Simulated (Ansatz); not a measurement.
ZrH3O3F: molecular dynamics (part 4 of 4)

The same run, continued: ZrH3O3F; RHF/def2-SVP (Ansatz 0.2.0). It belongs to a series of runs on one base structure; here: dynamics from the start.

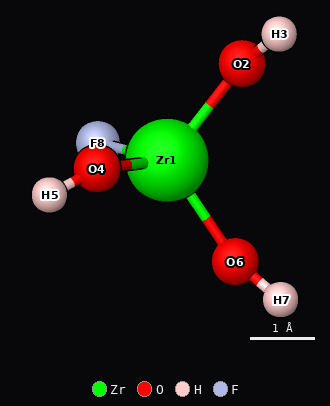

Figure 1. The geometry at step 89 of the log (ball-and-stick view, seen at a tilt; atoms are numbered from 1 in the order of the input).

### Trajectory as extended XYZ, continued
```
8
Properties=species:S:1:pos:R:3:forces:R:3 step=76 time_fs=19.0 energy=-10131.54968 temperature=182.7
Zr   -0.2337   -0.2639   -0.0327    0.1976   0.3023   0.8829
O    -0.2830   -0.1943    1.9174    0.0250   0.1859  -0.3063
H    -0.0462    0.1791    2.7533   -0.1169  -0.2276  -0.2229
O     1.6482   -0.2945   -0.4964    0.4052  -0.1581  -0.9405
H     2.3330   -0.3956   -1.1547   -0.4779   0.1244   0.6898
O    -1.0911    1.3133   -0.7534    0.1529  -0.1531   0.0983
H    -1.3375    2.2177   -0.8020   -0.0949   0.0843  -0.1176
F    -1.1241   -1.8330   -0.6942   -0.0910  -0.1582  -0.0837
8
Properties=species:S:1:pos:R:3:forces:R:3 step=77 time_fs=19.2 energy=-10131.53811 temperature=181.1
Zr   -0.2338   -0.2640   -0.0329    0.2135   0.2951   0.8794
O    -0.2832   -0.1942    1.9174    0.0978   0.2903  -0.0671
H    -0.0378    0.1819    2.7547   -0.1894  -0.3334  -0.4609
O     1.6488   -0.2944   -0.4961    0.6949  -0.2014  -1.2252
H     2.3368   -0.3967   -1.1617   -0.7810   0.1684   0.9799
O    -1.0904    1.3135   -0.7531    0.0975   0.0473   0.0827
H    -1.3340    2.2221   -0.8005   -0.0428  -0.1101  -0.1060
F    -1.1246   -1.8328   -0.6952   -0.0904  -0.1563  -0.0828
8
Properties=species:S:1:pos:R:3:forces:R:3 step=78 time_fs=19.5 energy=-10131.52305 temperature=156.5
Zr   -0.2340   -0.2642   -0.0331    0.2262   0.2902   0.8733
O    -0.2835   -0.1941    1.9173    0.1748   0.3947   0.1708
H    -0.0292    0.1847    2.7560   -0.2660  -0.4393  -0.6968
O     1.6494   -0.2945   -0.4956    0.9342  -0.2381  -1.4642
H     2.3401   -0.3978   -1.1678   -1.0330   0.2057   1.2241
O    -1.0898    1.3139   -0.7529    0.0435   0.2505   0.0685
H    -1.3308    2.2266   -0.7994    0.0094  -0.3105  -0.0944
F    -1.1251   -1.8328   -0.6960   -0.0890  -0.1533  -0.0813
8
Properties=species:S:1:pos:R:3:forces:R:3 step=79 time_fs=19.8 energy=-10131.50594 temperature=132.0
Zr   -0.2342   -0.2643   -0.0333    0.2354   0.2871   0.8666
O    -0.2838   -0.1940    1.9172    0.2508   0.4922   0.3925
H    -0.0211    0.1871    2.7574   -0.3416  -0.5383  -0.9157
O     1.6499   -0.2944   -0.4952    1.1311  -0.2689  -1.6624
H     2.3432   -0.3989   -1.1728   -1.2406   0.2369   1.4266
O    -1.0893    1.3142   -0.7527   -0.0062   0.4446   0.0557
H    -1.3279    2.2311   -0.7982    0.0584  -0.5038  -0.0835
F    -1.1256   -1.8328   -0.6968   -0.0874  -0.1499  -0.0798
8
Properties=species:S:1:pos:R:3:forces:R:3 step=80 time_fs=20.0 energy=-10131.48849 temperature=123.7
Zr   -0.2343   -0.2645   -0.0334    0.2455   0.2810   0.8600
O    -0.2842   -0.1939    1.9171    0.3171   0.5715   0.5711
H    -0.0132    0.1893    2.7580   -0.4074  -0.6188  -1.0914
O     1.6504   -0.2945   -0.4947    1.2898  -0.2952  -1.8250
H     2.3459   -0.4001   -1.1769   -1.4105   0.2636   1.5934
O    -1.0888    1.3146   -0.7523   -0.0505   0.6217   0.0437
H    -1.3249    2.2352   -0.7971    0.1012  -0.6785  -0.0741
F    -1.1260   -1.8328   -0.6975   -0.0852  -0.1454  -0.0778
8
Properties=species:S:1:pos:R:3:forces:R:3 step=82 time_fs=20.5 energy=-10131.45993 temperature=128.3
Zr   -0.2347   -0.2647   -0.0336    0.2594   0.2674   0.8398
O    -0.2849   -0.1934    1.9170    0.4189   0.6707   0.7938
H     0.0030    0.1921    2.7568   -0.5071  -0.7207  -1.3081
O     1.6516   -0.2947   -0.4934    1.4860  -0.3320  -2.0387
H     2.3495   -0.4028   -1.1825   -1.6328   0.3012   1.8161
O    -1.0877    1.3156   -0.7515   -0.1025   0.8612   0.0279
H    -1.3177    2.2423   -0.7955    0.1542  -0.9194  -0.0607
F    -1.1273   -1.8330   -0.6991   -0.0760  -0.1285  -0.0702
8
Properties=species:S:1:pos:R:3:forces:R:3 step=83 time_fs=20.8 energy=-10131.45245 temperature=119.5
Zr   -0.2349   -0.2649   -0.0338    0.2669   0.2621   0.8283
O    -0.2853   -0.1932    1.9170    0.4509   0.6920   0.8389
H     0.0104    0.1929    2.7552   -0.5378  -0.7432  -1.3528
O     1.6524   -0.2947   -0.4927    1.5029  -0.3385  -2.0745
H     2.3497   -0.4035   -1.1840   -1.6684   0.3082   1.8570
O    -1.0873    1.3163   -0.7511   -0.1114   0.9263   0.0243
H    -1.3136    2.2451   -0.7950    0.1665  -0.9900  -0.0562
F    -1.1280   -1.8331   -0.7000   -0.0696  -0.1169  -0.0652
8
Properties=species:S:1:pos:R:3:forces:R:3 step=84 time_fs=21.0 energy=-10131.45224 temperature=110.2
Zr   -0.2351   -0.2650   -0.0338    0.2752   0.2581   0.8166
O    -0.2857   -0.1929    1.9170    0.4625   0.6877   0.8233
H     0.0171    0.1937    2.7523   -0.5479  -0.7400  -1.3378
O     1.6534   -0.2948   -0.4920    1.4518  -0.3346  -2.0487
H     2.3486   -0.4037   -1.1843   -1.6386   0.3048   1.8363
O    -1.0870    1.3169   -0.7506   -0.1123   0.9614   0.0226
H    -1.3100    2.2474   -0.7950    0.1720  -1.0328  -0.0526
F    -1.1287   -1.8333   -0.7008   -0.0626  -0.1045  -0.0597
8
Properties=species:S:1:pos:R:3:forces:R:3 step=85 time_fs=21.2 energy=-10131.45939 temperature=124.6
Zr   -0.2353   -0.2652   -0.0339    0.2864   0.2576   0.8052
O    -0.2859   -0.1926    1.9171    0.4512   0.6560   0.7452
H     0.0232    0.1941    2.7483   -0.5350  -0.7091  -1.2607
O     1.6545   -0.2950   -0.4912    1.3302  -0.3199  -1.9581
H     2.3459   -0.4036   -1.1835   -1.5411   0.2905   1.7507
O    -1.0867    1.3177   -0.7501   -0.1050   0.9615   0.0234
H    -1.3068    2.2490   -0.7948    0.1701  -1.0426  -0.0508
F    -1.1294   -1.8334   -0.7015   -0.0568  -0.0940  -0.0550
8
Properties=species:S:1:pos:R:3:forces:R:3 step=86 time_fs=21.5 energy=-10131.47140 temperature=124.8
Zr   -0.2355   -0.2654   -0.0340    0.3021   0.2591   0.7947
O    -0.2859   -0.1924    1.9172    0.4181   0.5997   0.6137
H     0.0288    0.1941    2.7433   -0.5005  -0.6536  -1.1305
O     1.6557   -0.2952   -0.4906    1.1555  -0.2972  -1.8182
H     2.3422   -0.4031   -1.1819   -1.3935   0.2682   1.6160
O    -1.0864    1.3184   -0.7495   -0.0884   0.9210   0.0270
H    -1.3037    2.2498   -0.7945    0.1589  -1.0119  -0.0515
F    -1.1300   -1.8335   -0.7021   -0.0523  -0.0854  -0.0511
8
Properties=species:S:1:pos:R:3:forces:R:3 step=87 time_fs=21.8 energy=-10131.48608 temperature=146.7
Zr   -0.2358   -0.2656   -0.0340    0.3161   0.2619   0.7803
O    -0.2858   -0.1920    1.9172    0.3697   0.5272   0.4499
H     0.0341    0.1940    2.7377   -0.4505  -0.5818  -0.9654
O     1.6568   -0.2954   -0.4901    0.9399  -0.2672  -1.6360
H     2.3376   -0.4022   -1.1798   -1.2043   0.2386   1.4389
O    -1.0862    1.3192   -0.7488   -0.0580   0.8223   0.0346
H    -1.3007    2.2496   -0.7939    0.1348  -0.9243  -0.0554
F    -1.1305   -1.8336   -0.7029   -0.0477  -0.0767  -0.0468
8
Properties=species:S:1:pos:R:3:forces:R:3 step=89 time_fs=22.2 energy=-10131.51446 temperature=156.4
Zr   -0.2362   -0.2661   -0.0341    0.3322   0.2720   0.7419
O    -0.2860   -0.1912    1.9171    0.2445   0.3530   0.0685
H     0.0449    0.1935    2.7247   -0.3203  -0.4089  -0.5757
O     1.6588   -0.2958   -0.4894    0.3906  -0.1899  -1.1428
H     2.3267   -0.4003   -1.1736   -0.7033   0.1618   0.9549
O    -1.0859    1.3210   -0.7474    0.0271   0.5150   0.0582
H    -1.2959    2.2474   -0.7928    0.0660  -0.6464  -0.0686
F    -1.1316   -1.8338   -0.7044   -0.0368  -0.0566  -0.0365
8
Properties=species:S:1:pos:R:3:forces:R:3 step=90 time_fs=22.5 energy=-10131.52421 temperature=159.5
Zr   -0.2364   -0.2664   -0.0341    0.3402   0.2706   0.7243
O    -0.2859   -0.1908    1.9171    0.1745   0.2626  -0.1275
H     0.0502    0.1933    2.7183   -0.2480  -0.3191  -0.3774
O     1.6598   -0.2960   -0.4892    0.0651  -0.1440  -0.8409
H     2.3207   -0.3993   -1.1698   -0.4021   0.1160   0.6573
O    -1.0855    1.3218   -0.7468    0.0760   0.3236   0.0715
H    -1.2940    2.2454   -0.7926    0.0236  -0.4670  -0.0775
F    -1.1321   -1.8342   -0.7052   -0.0292  -0.0427  -0.0298
8
Properties=species:S:1:pos:R:3:forces:R:3 step=91 time_fs=22.8 energy=-10131.52905 temperature=161.5
Zr   -0.2367   -0.2666   -0.0342    0.3502   0.2660   0.7100
O    -0.2859   -0.1903    1.9171    0.1043   0.1753  -0.3168
H     0.0555    0.1933    2.7122   -0.1757  -0.2324  -0.1883
O     1.6608   -0.2962   -0.4889   -0.2864  -0.0942  -0.5104
H     2.3146   -0.3984   -1.1658   -0.0759   0.0665   0.3311
O    -1.0852    1.3226   -0.7461    0.1241   0.1308   0.0843
H    -1.2920    2.2434   -0.7921   -0.0192  -0.2841  -0.0870
F    -1.1327   -1.8346   -0.7059   -0.0214  -0.0279  -0.0230
8
Properties=species:S:1:pos:R:3:forces:R:3 step=92 time_fs=23.0 energy=-10131.52862 temperature=161.2
Zr   -0.2369   -0.2667   -0.0342    0.3639   0.2576   0.6938
O    -0.2860   -0.1897    1.9171    0.0364   0.0931  -0.4913
H     0.0608    0.1936    2.7061   -0.1054  -0.1507  -0.0117
O     1.6620   -0.2964   -0.4886   -0.6619  -0.0406  -0.1530
H     2.3085   -0.3974   -1.1616    0.2721   0.0135  -0.0212
O    -1.0848    1.3233   -0.7454    0.1639  -0.0311   0.0946
H    -1.2904    2.2418   -0.7913   -0.0553  -0.1291  -0.0953
F    -1.1332   -1.8350   -0.7066   -0.0136  -0.0128  -0.0159
8
Properties=species:S:1:pos:R:3:forces:R:3 step=93 time_fs=23.2 energy=-10131.52317 temperature=151.2
Zr   -0.2372   -0.2668   -0.0342    0.3775   0.2484   0.6745
O    -0.2862   -0.1891    1.9170   -0.0333   0.0119  -0.6594
H     0.0658    0.1941    2.6999   -0.0333  -0.0697   0.1614
O     1.6631   -0.2967   -0.4882   -1.0468   0.0147   0.2188
H     2.3026   -0.3967   -1.1573    0.6299  -0.0410  -0.3877
O    -1.0845    1.3240   -0.7447    0.1987  -0.1726   0.1037
H    -1.2888    2.2405   -0.7903   -0.0867   0.0063  -0.1025
F    -1.1337   -1.8353   -0.7074   -0.0060   0.0020  -0.0088
8
Properties=species:S:1:pos:R:3:forces:R:3 step=94 time_fs=23.5 energy=-10131.51305 temperature=144.7
Zr   -0.2375   -0.2668   -0.0343    0.3907   0.2382   0.6539
O    -0.2863   -0.1884    1.9169   -0.1103  -0.0744  -0.8347
H     0.0706    0.1944    2.6938    0.0461   0.0167   0.3433
O     1.6642   -0.2970   -0.4879   -1.4312   0.0705   0.5942
H     2.2971   -0.3962   -1.1530    0.9878  -0.0959  -0.7579
O    -1.0842    1.3247   -0.7440    0.2365  -0.3274   0.1135
H    -1.2868    2.2392   -0.7894   -0.1211   0.1556  -0.1106
F    -1.1341   -1.8356   -0.7081    0.0015   0.0168  -0.0018
8
Properties=species:S:1:pos:R:3:forces:R:3 step=95 time_fs=23.8 energy=-10131.49858 temperature=137.1
Zr   -0.2378   -0.2668   -0.0343    0.4066   0.2300   0.6340
O    -0.2865   -0.1878    1.9167   -0.1973  -0.1687  -1.0239
H     0.0750    0.1945    2.6876    0.1353   0.1111   0.5394
O     1.6653   -0.2972   -0.4875   -1.8062   0.1249   0.9632
H     2.2919   -0.3954   -1.1492    1.3354  -0.1492  -1.1214
O    -1.0840    1.3254   -0.7434    0.2742  -0.4841   0.1232
H    -1.2845    2.2379   -0.7883   -0.1555   0.3068  -0.1187
F    -1.1344   -1.8359   -0.7087    0.0075   0.0292   0.0042
8
Properties=species:S:1:pos:R:3:forces:R:3 step=97 time_fs=24.2 energy=-10131.46327 temperature=130.6
Zr   -0.2386   -0.2669   -0.0342    0.4362   0.2230   0.6018
O    -0.2866   -0.1865    1.9166   -0.3687  -0.3469  -1.3756
H     0.0833    0.1946    2.6763    0.3103   0.2888   0.9018
O     1.6674   -0.2975   -0.4860   -2.4292   0.2121   1.5893
H     2.2820   -0.3926   -1.1445    1.9086  -0.2343  -1.7390
O    -1.0837    1.3270   -0.7420    0.3446  -0.7807   0.1414
H    -1.2797    2.2362   -0.7855   -0.2180   0.5895  -0.1330
F    -1.1351   -1.8362   -0.7100    0.0162   0.0484   0.0132
8
Properties=species:S:1:pos:R:3:forces:R:3 step=98 time_fs=24.5 energy=-10131.44708 temperature=110.8
Zr   -0.2391   -0.2670   -0.0341    0.4516   0.2181   0.5896
O    -0.2868   -0.1859    1.9166   -0.4564  -0.4344  -1.5446
H     0.0874    0.1943    2.6711    0.3996   0.3758   1.0767
O     1.6682   -0.2977   -0.4852   -2.6387   0.2393   1.8052
H     2.2782   -0.3912   -1.1435    2.0971  -0.2603  -1.9512
O    -1.0835    1.3277   -0.7411    0.3675  -0.8841   0.1459
H    -1.2771    2.2359   -0.7847   -0.2396   0.6907  -0.1380
F    -1.1353   -1.8363   -0.7107    0.0187   0.0548   0.0164
8
Properties=species:S:1:pos:R:3:forces:R:3 step=99 time_fs=24.8 energy=-10131.43609 temperature=100.4
Zr   -0.2395   -0.2670   -0.0340    0.4630   0.2089   0.5762
O    -0.2869   -0.1854    1.9166   -0.5313  -0.5061  -1.6783
H     0.0920    0.1940    2.6662    0.4764   0.4474   1.2192
O     1.6689   -0.2980   -0.4843   -2.7421   0.2500   1.9148
H     2.2755   -0.3896   -1.1438    2.1848  -0.2696  -2.0579
O    -1.0832    1.3282   -0.7403    0.3823  -0.9561   0.1478
H    -1.2741    2.2358   -0.7841   -0.2546   0.7637  -0.1418
F    -1.1355   -1.8365   -0.7113    0.0215   0.0618   0.0198
8
Properties=species:S:1:pos:R:3:forces:R:3 step=100 time_fs=25.0 energy=-10131.43277 temperature=105.3
Zr   -0.2398   -0.2671   -0.0338    0.4688   0.1976   0.5619
O    -0.2870   -0.1850    1.9165   -0.5955  -0.5645  -1.7819
H     0.0969    0.1940    2.6615    0.5421   0.5059   1.3342
O     1.6692   -0.2984   -0.4834   -2.7055   0.2387   1.8787
H     2.2747   -0.3875   -1.1453    2.1388  -0.2565  -2.0197
O    -1.0827    1.3287   -0.7395    0.3931  -1.0132   0.1485
H    -1.2708    2.2360   -0.7835   -0.2662   0.8234  -0.1448
F    -1.1358   -1.8367   -0.7119    0.0242   0.0687   0.0231
```

The run was set up as follows.

### The input
```yaml
crystal:
  periodic: [false, false, false]
  atoms:
    - { symbol: Zr, position_ang: [-0.216897, -0.241131, -0.023432] }
    - { symbol: O, position_ang: [-0.352641, -0.207345, 1.897509] }
    - { symbol: H, position_ang: [-0.406803, -0.164207, 2.834005] }
    - { symbol: O, position_ang: [1.629975, -0.291491, -0.568022] }
    - { symbol: H, position_ang: [2.535145, -0.294249, -0.817967] }
    - { symbol: O, position_ang: [-1.106281, 1.286812, -0.787773] }
    - { symbol: H, position_ang: [-1.52595, 2.047448, -1.144341] }
    - { symbol: F, position_ang: [-1.086047, -1.837537, -0.668479] }
basis:
  gaussian: { orbitals: def2-SVP }
hamiltonian:
  xc: hf
md:
  timestep: 0.25
  n_steps: 100
  ensemble: nvt_langevin
  temperature: 300.0
  initial_velocities: maxwell_boltzmann
  seed: 683419
  friction: 0.02
```

Command:
```bash
ansatz run input.yaml --threads 1 --pin off --max-ram 2048MiB --backend cpu --events-out ev --progress --plain --runs-dir out
```

### Summary

| quantity | value |
| --- | --- |
| outcome | finished |
| mean temperature over the second half | 157 K |
| trajectory | 100 steps, 25 fs |
| ensemble | nvt_langevin |
| temperature in the input | 300.0 K |
| time step | 0.25 fs |
| potential energy (last step) | −10131.4328 eV |
| mean-field energy (last step) | −10131.4328 eV |
| largest force (length of the vector) (last step) | 3.302 eV/Å |
| hardware | 1 thread of Arm Neoverse V1, 24 GiB of memory available, shared host |
| wall time | 3.7 min |
| peak memory | 0.19 GiB |

So short a trajectory is not equilibrated. The logged temperature at the start can lie below the typed one, since it is counted over all degrees of freedom. The temperature stays far from the 300 K of the thermostat over the second half: the run isn't equilibrated.
